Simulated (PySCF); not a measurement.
C6H5Cl2F (charge −1, doublet)

```tsv
atom	x (Å)	y (Å)	z (Å)
C	-1.8933	-0.0113	-0.0400
C	-0.5180	0.2064	0.6293
C	0.3653	1.1494	-0.1346
C	1.5771	0.5342	-0.3712
Cl	2.8751	1.2405	-1.2733
C	1.6006	-0.7549	0.1711
Cl	2.8972	-1.8851	-0.0143
C	0.3154	-1.0473	0.6488
F	0.0837	-1.9658	1.6780
H	-1.7518	-0.3723	-1.0562
H	-2.4717	-0.7477	0.5166
H	-2.4532	0.9234	-0.0751
H	-0.7277	0.5696	1.6589
H	0.1006	2.1605	-0.3800
```

Geometry: GFN2-xTB.

Theory: PySCF, UKS B3LYP, pcH-1 on C Cl F H, non-relativistic, mean-field spin-orbit, GIAO.

What will maps of the electron density, electron localisation function and spin density show?

C–C (1.38 Å): ρ is about 2 e/Å³ halfway; the ELF peaks at about 0.90 between the atoms: localised, covalent bonding.
C–F (1.40 Å): ρ at the midpoint is about 2.5 e/Å³; the ELF peaks at about 0.80 between the atoms, as expected for a polar covalent bond.
C–Cl (1.73 Å): ρ at the midpoint is about 1.3 e/Å³; the ELF peaks at about 0.85 between the atoms, as expected for a covalent bond.
C–H (1.07 Å): ρ is about 1.9 e/Å³ halfway; the ELF climbs to about 1 towards the hydrogen, as it does in any bond to H; an ordinary covalent bond to hydrogen.
The unpaired spin (1 electron) lies mostly on C8 (about 0.3), C3 (about 0.2), C6 (about 0.1) and C4 (about 0.1), in electrons by Hirshfeld's partition.

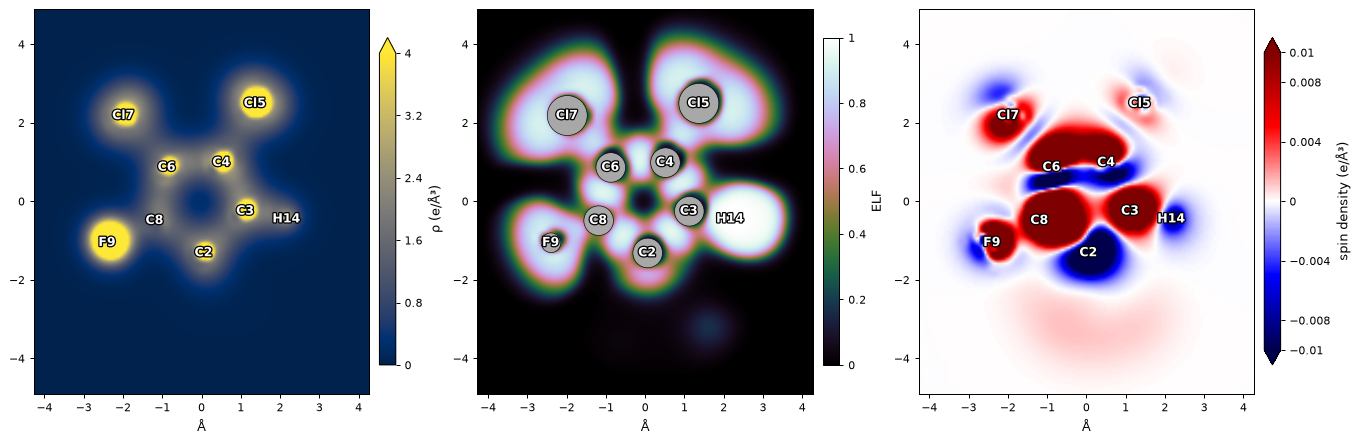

Computed electron density, electron localisation function and spin density on the plane of atoms C3, C4 and Cl5, in this order. Grey discs cover the atomic cores in the ELF map. 
